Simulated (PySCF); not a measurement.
# C4H8BrNSi: electronic excitations

Aim: predict the electronic excitations of C4H8BrNSi (`C=C[Si@H](N)C(=C)Br`).

The runs use PySCF 2.14.0, with density-fitted response routines of our own; the level of theory stands in each step. All values are computed, except where a source is named. Atoms count from 0, in the outputs and in this text.

## Step 1: The molecule as given

15 atoms, charge 0, multiplicity 1; geometry from: GFN2-xTB.

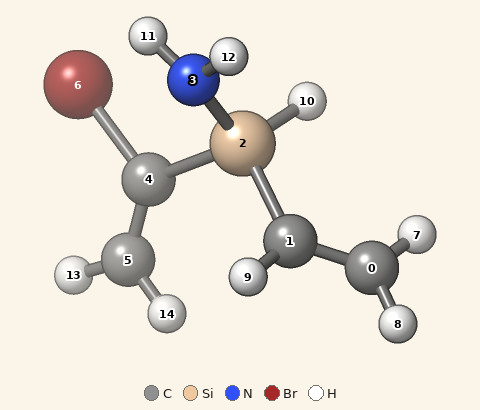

The starting geometry (carbon grey, silicon light orange, nitrogen blue, bromine red, hydrogen white), atoms numbered.

## Step 2: Ultraviolet spectrum: PBE0/def2-SVPD

The job: settings as JSON, then the geometry in Å.

```
{"job": {"kind": "uv", "xc": "PBE0", "basis": "def2-SVPD", "nstates": 8, "ntriplets": 3}, "charge": 0, "multiplicity": 1}
C     -2.114627     0.152275    -1.468384
C     -0.845784     0.363381    -1.162999
Si    -0.179605     0.449261     0.590840
N      0.743679     1.894857     0.717504
C      1.098281    -0.929245     0.852377
C      1.326908    -1.978256     0.085373
Br     2.133737    -0.732693     2.463073
H     -2.862987     0.004610    -0.706287
H     -2.471762     0.115562    -2.486770
H     -0.138639     0.510229    -1.970126
H     -1.248213     0.233783     1.581445
H      1.421647     1.980123     1.458999
H      0.310874     2.785307     0.535889
H      2.067893    -2.731125     0.304958
H      0.754185    -2.110081    -0.817805
```

Level: TDDFT PBE0/def2-SVPD, vertical, gas phase, core orbitals frozen in the response.

On the command line:

```
> OMP_NUM_THREADS=1 python probes_run.py task.json out
```

This one command runs all jobs of the session in turn.

Output:

```text
coarse grid: 59360 points
cycle   1  E = -3074.3542743945  dE = -4.499e-01  |g| = 4.947e-01  |ddm| = 6.027e+00
cycle   2  E = -3074.3216357345  dE =  3.264e-02  |g| = 6.155e-01  |ddm| = 1.869e+00
cycle   3  E = -3074.4104997943  dE = -8.886e-02  |g| = 8.178e-02  |ddm| = 1.055e+00
cycle   4  E = -3074.4120467081  dE = -1.547e-03  |g| = 3.311e-02  |ddm| = 1.768e-01
cycle   5  E = -3074.4123098580  dE = -2.631e-04  |g| = 1.065e-02  |ddm| = 5.859e-02
cycle   6  E = -3074.4123362521  dE = -2.639e-05  |g| = 3.850e-03  |ddm| = 1.805e-02
cycle   7  E = -3074.4123396859  dE = -3.434e-06  |g| = 7.520e-04  |ddm| = 6.525e-03
final grid: 123800 points
cycle   8  E = -3074.4123362335  dE =  1.809e-07  |g| = 1.269e-03  |ddm| = 1.049e-02
cycle   9  E = -3074.4123352585  dE =  9.751e-07  |g| = 2.289e-03  |ddm| = 4.858e-03
cycle  10  E = -3074.4123366640  dE = -1.406e-06  |g| = 1.513e-04  |ddm| = 3.034e-03
cycle  11  E = -3074.4123366693  dE = -5.318e-09  |g| = 2.461e-05  |ddm| = 2.325e-04
cycle  12  E = -3074.4123366694  dE = -1.401e-10  |g| = 8.107e-06  |ddm| = 5.050e-05
converged SCF energy = -3074.4123366694

Static polarisability (au): isotropic 104.747, principal 82.146 99.896 132.199

Singlet excitations
state   eV       nm        f      main configurations
  1   5.4556    227.3   0.00158   H->L 0.74, H->L+2 0.17
  2   5.4983    225.5   0.00937   H-1->L 0.91
  3   5.7492    215.7   0.00182   H-1->L+1 0.89
  4   6.0184    206.0   0.05634   H-2->L 0.38, H->L+1 0.32
  5   6.1248    202.4   0.06448   H-2->L 0.24, H->L+1 0.24, H->L+2 0.15
  6   6.1737    200.8   0.01141   H-2->L+1 0.55, H->L+2 0.23
  7   6.2328    198.9   0.04155   H->L+2 0.36, H->L+1 0.27, H-2->L+1 0.16
  8   6.5281    189.9   0.02312   H-1->L+2 0.73, H-2->L 0.10

Triplet excitations (Tamm-Dancoff, eV): 4.0580 4.3306 5.0569
```

Run time: 96 s. Hardware: 1 thread of Arm Neoverse N1, shared host; peak memory 0.93 GiB.

The orbitals next to the gap, with their largest atomic shares:

```
orbital     eV                       atoms
 HOMO−3  -8.43  C1 33 %, C0 30 %, Br6 18 %
 HOMO−2  -8.00  Br6 48 %, C1 12 %, C0 10 %
 HOMO−1  -7.45  N3 56 %, Si2 11 %, Br6 7 %
   HOMO  -7.40  Br6 47 %, C5 24 %, C4 22 %
   LUMO  -0.78  C0 26 %, C1 20 %, Br6 12 %
 LUMO+1  -0.53   C5 31 %, C4 31 %, Br6 9 %
 LUMO+2   0.08   Br6 47 %, C4 20 %, C0 9 %
```

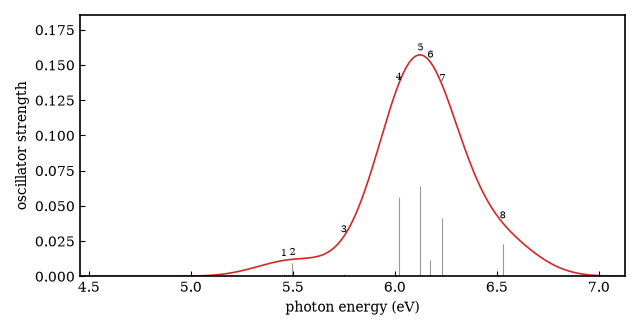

Absorption spectrum from the 8 singlet states computed; above the last one it falls off for lack of states. Lines are broadened to a width of 0.40 eV (Gaussian).

Ground-state properties from the same run:

```
           property  computed
  dipole moment (D)      1.88
polarisability (Å³)     15.52
 HOMO–LUMO gap (eV)      6.62
      −ε(HOMO) (eV)      7.40
```

## Step 3: Summary of results

```
                                quantity                        value
         lowest singlet (PBE0/def2-SVPD)  5.46 eV (227 nm), f = 0.002
brightest single state of those computed  state 5, 6.12 eV, f = 0.064
                          lowest triplet                      4.06 eV
```

In words: The first singlet state (HOMO→LUMO 0.74, HOMO→LUMO+2 0.17) lies at 5.46 eV and is weak; of the 8 states computed, the strongest absorption comes from state 5 at 6.12 eV. The lowest triplet lies 1.40 eV below the lowest singlet (triplets in Tamm-Dancoff, singlets in full TDDFT).
